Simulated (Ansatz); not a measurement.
**H₂Si (SiH2): density, localisation and related maps**

The calculation's input:

```
crystal:
  periodic: [false, false, false]
  atoms:
    - {symbol: Si, position_ang: [0.005873, -0.008885, -0.713619]}
    - {symbol: H, position_ang: [1.082244, -0.019050, 0.366034]}
    - {symbol: H, position_ang: [-1.088118, 0.027935, 0.347585]}
basis:
  gaussian: {orbitals: def2-TZVP, initial_orbitals: start.molden}
hamiltonian: {xc: pbe0, dispersion: d4}
output: {forces: true, orbitals: {seedname: orbitals}}
```

Command:

```sh
ansatz run in.yaml --threads 4 --pin off --events-out ev --progress --plain --max-ram 3916MiB
```

Geometry: r2SCAN-D4/def2-TZVP.

These are results of RKS PBE0-D4/def2-TZVP (Ansatz), not measurements.

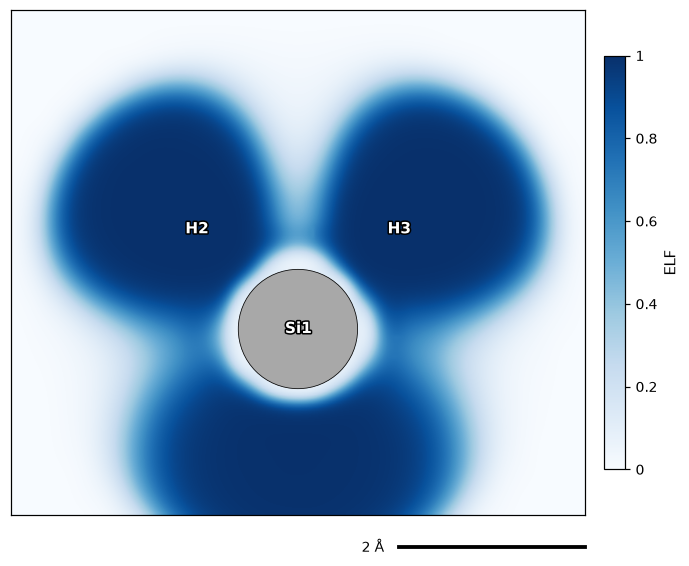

Figure 1. ELF on the molecular plane. Grey discs cover the atomic cores.

What does the map show?

Answer. The plane passes through Si and H nuclei. Si–H (1.52 Å): the ELF climbs to about 1 towards the hydrogen, as it does in any bond to H. The ELF also peaks beside Si1, away from the bonds: lone-pair regions.

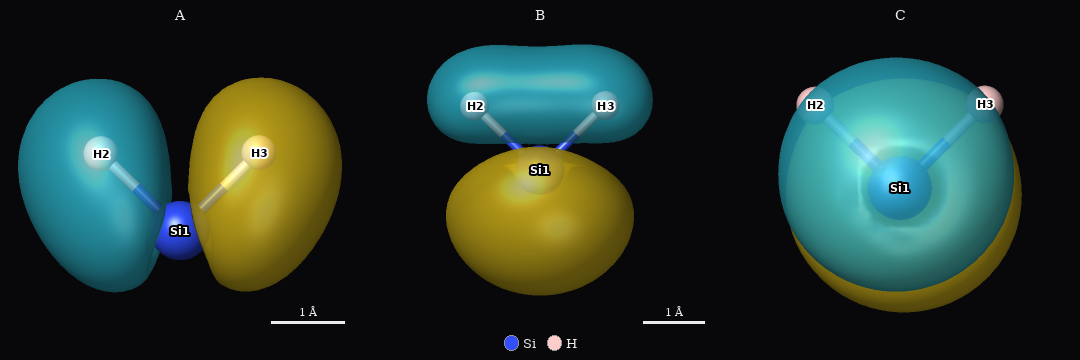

Figure 2. Three frontier orbitals at ±0.1 Å⁻³ᐟ² (yellow and cyan are the two phases), in no order.

Which picture is the HOMO−1, the HOMO and the LUMO?

Answer. A is the HOMO−1 (−9.19 eV). By Hirshfeld shares it lies mainly on Si1 (about 45 %), H2 (about 25 %) and H3 (about 25 %); it is symmetric in the molecular plane (an in-plane orbital: σ, lone-pair or in-plane π type). B is the HOMO (−6.88 eV). Its weight (Hirshfeld) is mainly on Si1 (about 80 %), H2 (about 10 %) and H3 (about 10 %); it is symmetric in the molecular plane (an in-plane orbital: σ, lone-pair or in-plane π type). C is the LUMO (−3.10 eV). By Hirshfeld shares it lies mainly on Si1 (about 90 %); it changes sign across the molecular plane (π type).

What is the HOMO–LUMO gap?

Answer. 3.78 eV between the orbital energies.

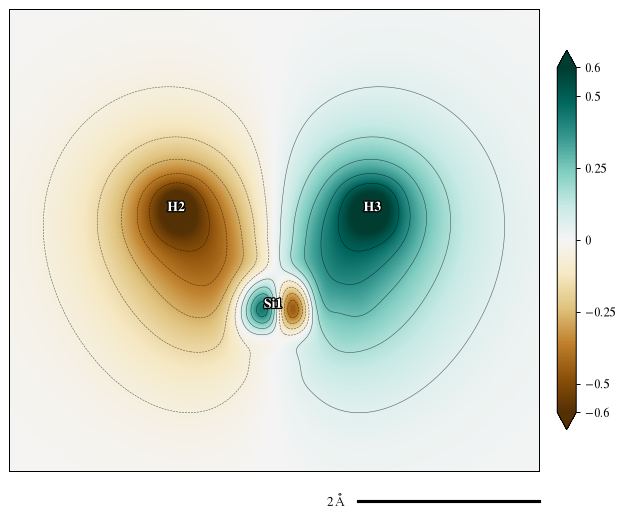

Figure 3. The HOMO−1 on the molecular plane (values in Å⁻³ᐟ²; the overall sign is arbitrary).

Describe this orbital and give its energy.

Answer. Its weight (Hirshfeld) is mainly on Si1 (about 45 %), H2 (about 25 %) and H3 (about 25 %); it is symmetric in the molecular plane (an in-plane orbital: σ, lone-pair or in-plane π type). Its energy is −9.19 eV.
